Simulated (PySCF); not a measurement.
# Geometry relaxation of CCl₃NSTi (part 1 of 2)

System: CCl₃NSTi (Ti(NCS)Cl3), SMILES S=C=[N][Ti]([Cl])([Cl])[Cl].
Method: PBE0-D3(BJ)/def2-SVP geometry optimisation, gas phase (PySCF 2.14.0).

The run did not end well. It belongs to a series of runs on one base structure; here: one ligand: Cl to NCS.

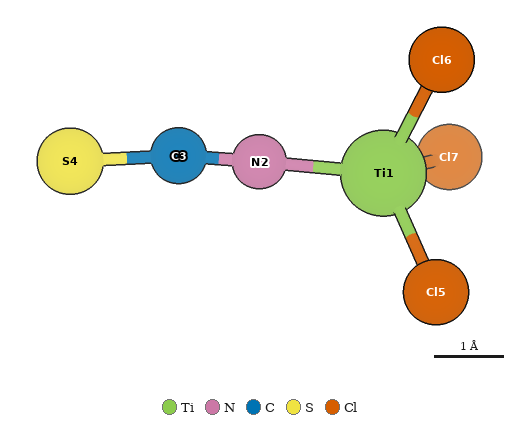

The starting structure (ball-and-stick view, seen at a tilt; atoms are numbered from 1 in the order of the input). Sticks mark near contacts.

### Outcome

| quantity | value |
| --- | --- |
| outcome | not converged |
| total energy | −2719.740097 hartree |
| dipole moment | 0.95 D |
| point group | C1 |
| hardware | 1 CPU thread, shared host |
| wall time | 14 min |
| peak memory | 0.57 GiB |

### Diagnosis

The run did not converge. At least one of its steps failed, so the values that rest on that step are not results.

### The input
```
{"job": {"xc": "PBE0", "basis": "def2-SVP", "d3": "d3bj", "grid": 1, "maxiter": 40, "shake": 0.03, "kind": "geom"}, "charge": 0, "multiplicity": 1}
Ti     0.061390    -0.079760    -0.979420
N     -0.012910    -0.003900     0.831780
C     -0.058230     0.001230     2.011080
S      0.099520     0.012880     3.580210
Cl     1.943790    -0.022130    -1.860940
Cl    -0.992730     1.697390    -1.841250
Cl    -0.948970    -1.707710    -1.810010
```

The first line tells a small driver script what to run in PySCF; the rest is the geometry in Å.

Command:
```bash
OMP_NUM_THREADS=1 python <driver script> task.json out
```

### What the program printed
```
step   0  E = -2719.72698460  max force = 0.069639
step   1  E = -2719.73837771  max force = 0.011215
step   2  E = -2719.73973130  max force = 0.002802
step   3  E = -2719.73999302  max force = 0.001599
step   4  E = -2719.74005703  max force = 0.000694
step   5  E = -2719.74008309  max force = 0.000580
step   6  E = -2719.74004212  max force = 0.002587
step   7  E = -2719.73997474  max force = 0.003323
step   8  E = -2719.74002565  max force = 0.001888
step   9  E = -2719.74006041  max force = 0.001400
step  10  E = -2719.74008202  max force = 0.001039
step  11  E = -2719.74009229  max force = 0.000886
step  12  E = -2719.74009528  max force = 0.000873
step  13  E = -2719.74009592  max force = 0.000867
step  14  E = -2719.74009633  max force = 0.000855
step  15  E = -2719.74009653  max force = 0.000845
step  16  E = -2719.74009662  max force = 0.000842
step  17  E = -2719.74009666  max force = 0.000840
step  18  E = -2719.74009668  max force = 0.000839
step  19  E = -2719.74009670  max force = 0.000839
step  20  E = -2719.74009671  max force = 0.000837
step  21  E = -2719.74009673  max force = 0.000836
step  22  E = -2719.74009674  max force = 0.000834
step  23  E = -2719.74009676  max force = 0.000834
step  24  E = -2719.74009677  max force = 0.000833
step  25  E = -2719.74009679  max force = 0.000831
step  26  E = -2719.74009680  max force = 0.000830
step  27  E = -2719.74009681  max force = 0.000829
step  28  E = -2719.74009682  max force = 0.000828
step  29  E = -2719.74009683  max force = 0.000827
step  30  E = -2719.74009684  max force = 0.000826
step  31  E = -2719.74009685  max force = 0.000824
step  32  E = -2719.74009686  max force = 0.000823
step  33  E = -2719.74009686  max force = 0.000822
step  34  E = -2719.74009687  max force = 0.000821
step  35  E = -2719.74009688  max force = 0.000820
step  36  E = -2719.74009688  max force = 0.000819
step  37  E = -2719.74009688  max force = 0.000818
step  38  E = -2719.74009688  max force = 0.000816
step  39  E = -2719.74009689  max force = 0.000815
step  40  E = -2719.74009689  max force = 0.000814
optimisation not converged
```

### Trajectory as extended XYZ (Å, eV, eV/Å), 29 of the 41 frames kept, from step=0 to step=40
```
7
Properties=species:S:1:pos:R:3:forces:R:3 step=0 energy=-74007.54085
Ti    0.0614   -0.0798   -0.9794   -1.5591   2.0892  -1.1064
N    -0.0129   -0.0039    0.8318   -0.2231  -0.1168  -1.7681
C    -0.0582    0.0012    2.0111    0.7104   0.0414   3.5810
S     0.0995    0.0129    3.5802   -0.4155  -0.0033  -0.4689
Cl    1.9438   -0.0221   -1.8609    1.7117  -0.0339  -0.3820
Cl   -0.9927    1.6974   -1.8413    0.4375  -0.7064   0.4971
Cl   -0.9490   -1.7077   -1.8100   -0.6618  -1.2702  -0.3526
7
Properties=species:S:1:pos:R:3:forces:R:3 step=1 energy=-74007.85087
Ti    0.0377   -0.0395   -1.0373   -0.4213   0.5767   0.0345
N    -0.0110    0.0150    0.8304   -0.1044  -0.0756  -0.3766
C    -0.0355    0.0076    2.0379    0.3359   0.0117   0.2122
S     0.0278    0.0011    3.6044   -0.1608   0.0047  -0.1587
Cl    2.0285   -0.0231   -1.8347    0.2811  -0.0260   0.0979
Cl   -0.9870    1.7044   -1.8547    0.1673  -0.2480   0.1863
Cl   -0.9687   -1.7675   -1.8146   -0.0977  -0.2435   0.0044
7
Properties=species:S:1:pos:R:3:forces:R:3 step=3 energy=-74007.89482
Ti    0.0185   -0.0223   -1.0620    0.0656  -0.0774  -0.0428
N    -0.0197    0.0197    0.7875   -0.0221  -0.0202   0.0418
C    -0.0218    0.0116    1.9973    0.0079   0.0159  -0.0822
S    -0.0231    0.0040    3.5601   -0.0017   0.0037   0.0209
Cl    2.0799   -0.0289   -1.7131   -0.0391   0.0061   0.0325
Cl   -0.9735    1.7228   -1.8532   -0.0227   0.0527  -0.0109
Cl   -0.9684   -1.8089   -1.7851    0.0121   0.0192   0.0407
7
Properties=species:S:1:pos:R:3:forces:R:3 step=4 energy=-74007.89657
Ti    0.0191   -0.0258   -1.0671    0.0285  -0.0189  -0.0357
N    -0.0236    0.0203    0.7803   -0.0164  -0.0091   0.0196
C    -0.0240    0.0170    1.9896   -0.0105   0.0120  -0.0175
S    -0.0284    0.0144    3.5526    0.0058   0.0068   0.0077
Cl    2.0865   -0.0326   -1.6942   -0.0161   0.0028   0.0029
Cl   -0.9712    1.7248   -1.8595    0.0034  -0.0020  -0.0003
Cl   -0.9665   -1.8201   -1.7704    0.0053   0.0084   0.0233
7
Properties=species:S:1:pos:R:3:forces:R:3 step=6 energy=-74007.89616
Ti    0.0323   -0.0631   -1.0827   -0.0964   0.1146   0.0832
N    -0.0444    0.0429    0.7587    0.0111   0.0440  -0.0820
C    -0.0464    0.0837    1.9658   -0.0058  -0.0103   0.1330
S    -0.0514    0.1293    3.5291    0.0001   0.0227  -0.0401
Cl    2.1111   -0.0758   -1.6534    0.0808  -0.0208  -0.0637
Cl   -0.9509    1.6752   -1.9254    0.0401  -0.1062   0.0013
Cl   -0.9584   -1.8941   -1.6605   -0.0299  -0.0441  -0.0317
7
Properties=species:S:1:pos:R:3:forces:R:3 step=7 energy=-74007.89433
Ti    0.0393   -0.0841   -1.0860   -0.1308   0.1418   0.1140
N    -0.0511    0.0589    0.7515    0.0271   0.0634  -0.1135
C    -0.0552    0.1226    1.9572    0.0016  -0.0216   0.1709
S    -0.0608    0.1937    3.5198   -0.0045   0.0259  -0.0524
Cl    2.1197   -0.1035   -1.6476    0.1044  -0.0345  -0.0740
Cl   -0.9417    1.6385   -1.9635    0.0428  -0.1247   0.0066
Cl   -0.9584   -1.9282   -1.6001   -0.0406  -0.0503  -0.0515
7
Properties=species:S:1:pos:R:3:forces:R:3 step=9 energy=-74007.89666
Ti    0.0416   -0.0841   -1.0799   -0.0666   0.0544   0.0720
N    -0.0447    0.0665    0.7576    0.0358   0.0598  -0.0131
C    -0.0533    0.1284    1.9646   -0.0059  -0.0229   0.0228
S    -0.0669    0.1987    3.5262    0.0005   0.0255  -0.0144
Cl    2.1186   -0.1106   -1.6680    0.0403  -0.0264  -0.0416
Cl   -0.9421    1.6251   -1.9694    0.0198  -0.0650  -0.0007
Cl   -0.9613   -1.9260   -1.5995   -0.0240  -0.0254  -0.0251
7
Properties=species:S:1:pos:R:3:forces:R:3 step=10 energy=-74007.89725
Ti    0.0428   -0.0848   -1.0770   -0.0427   0.0209   0.0455
N    -0.0398    0.0711    0.7603    0.0400   0.0534   0.0051
C    -0.0514    0.1320    1.9676   -0.0120  -0.0196  -0.0048
S    -0.0708    0.2026    3.5288    0.0043   0.0241  -0.0039
Cl    2.1172   -0.1153   -1.6789    0.0155  -0.0223  -0.0270
Cl   -0.9428    1.6183   -1.9718    0.0119  -0.0417  -0.0028
Cl   -0.9633   -1.9258   -1.5976   -0.0170  -0.0147  -0.0120
7
Properties=species:S:1:pos:R:3:forces:R:3 step=11 energy=-74007.89752
Ti    0.0438   -0.0863   -1.0744   -0.0264  -0.0033   0.0230
N    -0.0339    0.0763    0.7626    0.0431   0.0456   0.0086
C    -0.0490    0.1366    1.9699   -0.0166  -0.0155  -0.0119
S    -0.0743    0.2078    3.5309    0.0075   0.0221   0.0003
Cl    2.1151   -0.1212   -1.6903   -0.0011  -0.0188  -0.0149
Cl   -0.9439    1.6112   -1.9743    0.0057  -0.0229  -0.0044
Cl   -0.9659   -1.9264   -1.5930   -0.0123  -0.0071  -0.0007
7
Properties=species:S:1:pos:R:3:forces:R:3 step=13 energy=-74007.89762
Ti    0.0448   -0.0895   -1.0717   -0.0143  -0.0213   0.0013
N    -0.0232    0.0853    0.7647    0.0446   0.0336   0.0050
C    -0.0443    0.1449    1.9719   -0.0201  -0.0099  -0.0093
S    -0.0785    0.2172    3.5326    0.0108   0.0187   0.0011
Cl    2.1106   -0.1316   -1.7072   -0.0118  -0.0153  -0.0034
Cl   -0.9462    1.6007   -1.9786    0.0002  -0.0055  -0.0055
Cl   -0.9713   -1.9291   -1.5802   -0.0093  -0.0003   0.0109
7
Properties=species:S:1:pos:R:3:forces:R:3 step=14 energy=-74007.89764
Ti    0.0449   -0.0899   -1.0715   -0.0145  -0.0207   0.0001
N    -0.0211    0.0868    0.7647    0.0440   0.0317  -0.0001
C    -0.0435    0.1462    1.9719   -0.0202  -0.0089  -0.0028
S    -0.0792    0.2183    3.5326    0.0111   0.0181  -0.0001
Cl    2.1098   -0.1332   -1.7096   -0.0110  -0.0151  -0.0032
Cl   -0.9466    1.5995   -1.9792    0.0002  -0.0050  -0.0055
Cl   -0.9723   -1.9297   -1.5774   -0.0096  -0.0001   0.0116
7
Properties=species:S:1:pos:R:3:forces:R:3 step=16 energy=-74007.89764
Ti    0.0449   -0.0902   -1.0715   -0.0149  -0.0194  -0.0002
N    -0.0196    0.0879    0.7646    0.0433   0.0306  -0.0015
C    -0.0429    0.1470    1.9718   -0.0200  -0.0085  -0.0006
S    -0.0797    0.2190    3.5325    0.0112   0.0177  -0.0007
Cl    2.1093   -0.1344   -1.7112   -0.0101  -0.0150  -0.0033
Cl   -0.9470    1.5987   -1.9796    0.0004  -0.0051  -0.0053
Cl   -0.9731   -1.9300   -1.5752   -0.0100  -0.0002   0.0117
7
Properties=species:S:1:pos:R:3:forces:R:3 step=17 energy=-74007.89764
Ti    0.0449   -0.0902   -1.0715   -0.0149  -0.0193  -0.0003
N    -0.0194    0.0881    0.7646    0.0432   0.0305  -0.0005
C    -0.0428    0.1471    1.9718   -0.0199  -0.0085  -0.0017
S    -0.0798    0.2191    3.5325    0.0112   0.0176  -0.0006
Cl    2.1092   -0.1346   -1.7115   -0.0099  -0.0150  -0.0034
Cl   -0.9471    1.5986   -1.9797    0.0004  -0.0051  -0.0053
Cl   -0.9732   -1.9301   -1.5748   -0.0101  -0.0002   0.0118
7
Properties=species:S:1:pos:R:3:forces:R:3 step=19 energy=-74007.89765
Ti    0.0449   -0.0903   -1.0714   -0.0150  -0.0190  -0.0003
N    -0.0191    0.0883    0.7646    0.0431   0.0303  -0.0010
C    -0.0427    0.1473    1.9718   -0.0199  -0.0084  -0.0011
S    -0.0799    0.2192    3.5325    0.0112   0.0175  -0.0008
Cl    2.1091   -0.1348   -1.7118   -0.0098  -0.0150  -0.0034
Cl   -0.9472    1.5984   -1.9798    0.0004  -0.0051  -0.0053
Cl   -0.9734   -1.9302   -1.5744   -0.0102  -0.0003   0.0118
7
Properties=species:S:1:pos:R:3:forces:R:3 step=20 energy=-74007.89765
Ti    0.0449   -0.0903   -1.0714   -0.0151  -0.0190  -0.0003
N    -0.0190    0.0884    0.7646    0.0431   0.0301  -0.0018
C    -0.0426    0.1474    1.9717   -0.0199  -0.0083   0.0000
S    -0.0799    0.2193    3.5325    0.0112   0.0175  -0.0009
Cl    2.1090   -0.1349   -1.7119   -0.0096  -0.0150  -0.0035
Cl   -0.9472    1.5983   -1.9798    0.0004  -0.0051  -0.0053
Cl   -0.9734   -1.9302   -1.5742   -0.0102  -0.0003   0.0118
7
Properties=species:S:1:pos:R:3:forces:R:3 step=21 energy=-74007.89765
Ti    0.0449   -0.0903   -1.0714   -0.0151  -0.0189  -0.0003
N    -0.0188    0.0885    0.7646    0.0430   0.0301  -0.0005
C    -0.0425    0.1474    1.9717   -0.0198  -0.0083  -0.0015
S    -0.0800    0.2193    3.5324    0.0112   0.0175  -0.0008
Cl    2.1090   -0.1350   -1.7121   -0.0096  -0.0150  -0.0034
Cl   -0.9472    1.5983   -1.9799    0.0005  -0.0052  -0.0052
Cl   -0.9735   -1.9302   -1.5740   -0.0102  -0.0002   0.0118
```
